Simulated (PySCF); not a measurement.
**C2H6FNSi: one change and its effect**

System: C2H6FNSi.
Method of run A: GIAO mPW1PW91/pcSseg-2 NMR shielding, non-relativistic, gas phase (PySCF 2.14.0).

The geometry comes from this level: PBE0-D3(BJ)/def2-SVP. Text and figures count atoms from 1; the logs count them from 0 in places.

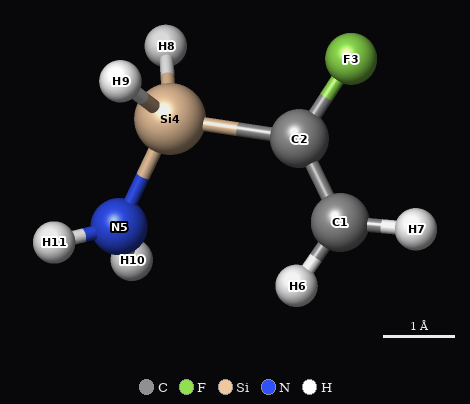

**Figure 1.** The structure (ball-and-stick view, seen at a tilt; atoms are numbered from 1 in the order of the input).

## Input, run A
```
{"job": {"kind": "nmr", "xc": "mPW1PW91", "basis": "pcSseg-2", "pop": false}, "charge": 0, "multiplicity": 1}
C     -1.730532    -0.476585    -0.382693
C     -0.951732     0.603576    -0.421710
F     -1.467956     1.798973    -0.766364
Si     0.893027     0.630541    -0.020569
N      1.324237    -0.884214     0.687720
H     -1.283515    -1.434316    -0.110891
H     -2.796979    -0.427343    -0.620414
H      1.121145     1.838769     0.834409
H      1.699927     0.775945    -1.268009
H      1.048491    -1.125758     1.632111
H      2.193442    -1.333754     0.428135
```

The first line tells a small driver script what to run in PySCF; the rest is the geometry in Å.

Command:
```bash
OMP_NUM_THREADS=1 python <driver script> task.json out
```

Hardware: 1 CPU thread, shared host.

## Output (run A)
```
coarse grid: 9664 points
cycle   1  E = -523.9041849363  dE =  3.653e-01  |g| = 6.020e-01  |ddm| = 2.316e+00
cycle   2  E = -523.8493395519  dE =  5.485e-02  |g| = 8.112e-01  |ddm| = 8.074e-01
cycle   3  E = -523.9700324299  dE = -1.207e-01  |g| = 7.691e-02  |ddm| = 4.992e-01
cycle   4  E = -523.9712176932  dE = -1.185e-03  |g| = 3.312e-02  |ddm| = 8.216e-02
cycle   5  E = -523.9714686836  dE = -2.510e-04  |g| = 1.063e-02  |ddm| = 2.877e-02
cycle   6  E = -523.9714896822  dE = -2.100e-05  |g| = 4.245e-03  |ddm| = 8.589e-03
cycle   7  E = -523.9714941457  dE = -4.463e-06  |g| = 5.567e-04  |ddm| = 3.001e-03
final grid: 89176 points
cycle   8  E = -523.9750722006  dE = -5.615e-05  |g| = 6.300e-03  |ddm| = 2.579e-02
cycle   9  E = -523.9750642921  dE =  7.909e-06  |g| = 9.063e-03  |ddm| = 8.646e-03
cycle  10  E = -523.9750804194  dE = -1.613e-05  |g| = 8.014e-04  |ddm| = 5.071e-03
cycle  11  E = -523.9750805280  dE = -1.085e-07  |g| = 3.211e-04  |ddm| = 8.399e-04
cycle  12  E = -523.9750805453  dE = -1.736e-08  |g| = 1.165e-04  |ddm| = 2.454e-04
cycle  13  E = -523.9750805485  dE = -3.196e-09  |g| = 2.716e-05  |ddm| = 8.470e-05
cycle  14  E = -523.9750805487  dE = -1.826e-10  |g| = 5.357e-06  |ddm| = 2.381e-05
converged SCF energy = -523.9750805487

GIAO shielding tensors (ppm)
atom      isotropic    diamagn.    paramagn.     s11        s22        s33       span
  0 C       66.201     255.367    -189.166    -61.426     96.494    163.535    224.961
  1 C       -1.682     252.061    -253.743   -111.150     37.638     68.466    179.616
  2 F      283.867     466.488    -182.622    160.355    265.077    426.167    265.812
  3 Si     389.551     877.313    -487.762    346.881    378.986    442.787     95.906
  4 N      256.144     316.407     -60.263    230.079    260.679    277.673     47.593
  5 H       25.724      32.253      -6.528     23.093     24.196     29.884      6.790
  6 H       25.621      29.477      -3.857     22.140     25.342     29.379      7.239
  7 H       26.396      28.899      -2.504     22.932     25.194     31.061      8.129
  8 H       26.523      29.107      -2.584     23.742     25.070     30.758      7.016
  9 H       31.134      31.631      -0.497     24.535     26.951     41.917     17.382
 10 H       30.701      30.364       0.337     23.823     26.142     42.138     18.316
```

The input of run B differs as follows (lines with − go, lines with + come):
```diff
-"xc": "mPW1PW91"
+"xc": "PBE0"
```

What does this change do to the results?

The total energies belong to different methods, so their difference says nothing on which is more stable or more accurate. Of all shieldings, the largest change is that of Si4, by +1.2 ppm. The functional changes from mPW1PW91 to PBE0. The number of SCF iterations is the same.

## Output (run B)
```
coarse grid: 9664 points
cycle   1  E = -523.5732182699  dE =  3.650e-01  |g| = 5.875e-01  |ddm| = 2.320e+00
cycle   2  E = -523.5205996177  dE =  5.262e-02  |g| = 7.904e-01  |ddm| = 7.921e-01
cycle   3  E = -523.6362284376  dE = -1.156e-01  |g| = 7.709e-02  |ddm| = 4.870e-01
cycle   4  E = -523.6374183316  dE = -1.190e-03  |g| = 3.367e-02  |ddm| = 8.213e-02
cycle   5  E = -523.6376765200  dE = -2.582e-04  |g| = 1.067e-02  |ddm| = 2.885e-02
cycle   6  E = -523.6376975057  dE = -2.099e-05  |g| = 4.227e-03  |ddm| = 8.620e-03
cycle   7  E = -523.6377019136  dE = -4.408e-06  |g| = 5.197e-04  |ddm| = 2.961e-03
final grid: 89176 points
cycle   8  E = -523.6422478661  dE = -6.272e-05  |g| = 7.837e-03  |ddm| = 2.649e-02
cycle   9  E = -523.6422358637  dE =  1.200e-05  |g| = 1.117e-02  |ddm| = 1.081e-02
cycle  10  E = -523.6422608038  dE = -2.494e-05  |g| = 1.035e-03  |ddm| = 6.352e-03
cycle  11  E = -523.6422609857  dE = -1.819e-07  |g| = 3.618e-04  |ddm| = 1.028e-03
cycle  12  E = -523.6422610067  dE = -2.105e-08  |g| = 1.309e-04  |ddm| = 2.718e-04
cycle  13  E = -523.6422610106  dE = -3.912e-09  |g| = 3.558e-05  |ddm| = 9.739e-05
cycle  14  E = -523.6422610109  dE = -3.092e-10  |g| = 6.323e-06  |ddm| = 2.947e-05
converged SCF energy = -523.6422610109

GIAO shielding tensors (ppm)
atom      isotropic    diamagn.    paramagn.     s11        s22        s33       span
  0 C       67.095     255.194    -188.099    -60.263     97.344    164.203    224.466
  1 C       -1.064     252.082    -253.147   -110.294     38.155     68.945    179.239
  2 F      282.760     466.401    -183.641    158.821    264.134    425.325    266.505
  3 Si     390.707     877.162    -486.455    347.648    379.923    444.549     96.901
  4 N      256.934     316.369     -59.435    230.889    261.554    278.358     47.469
  5 H       25.665      32.233      -6.568     23.043     24.135     29.818      6.774
  6 H       25.559      29.487      -3.928     22.069     25.291     29.318      7.249
  7 H       26.314      28.820      -2.506     22.838     25.107     30.997      8.159
  8 H       26.440      29.025      -2.585     23.656     24.982     30.682      7.026
  9 H       31.091      31.599      -0.509     24.470     26.874     41.928     17.458
 10 H       30.650      30.330       0.320     23.749     26.051     42.149     18.400
```

## The two runs side by side

```tsv
quantity	run A	run B
outcome	converged	converged
total energy (hartree)	−523.975081	−523.642261
HOMO (eV)	−7.56	−7.54
LUMO (eV)	−0.35	−0.35
dipole moment (D)	2.58	2.57
shielding of C1 (ppm)	66.2	67.1
shielding of C2 (ppm)	−1.7	−1.1
shielding of F3 (ppm)	283.9	282.8
shielding of Si4 (ppm)	389.6	390.7
shielding of N5 (ppm)	256.1	256.9
shielding of H8 (ppm)	26.4	26.3
shielding of H9 (ppm)	26.5	26.4
SCF iterations	14	14
basis functions	271	271
wall time (shared host)	53 s	53 s
```
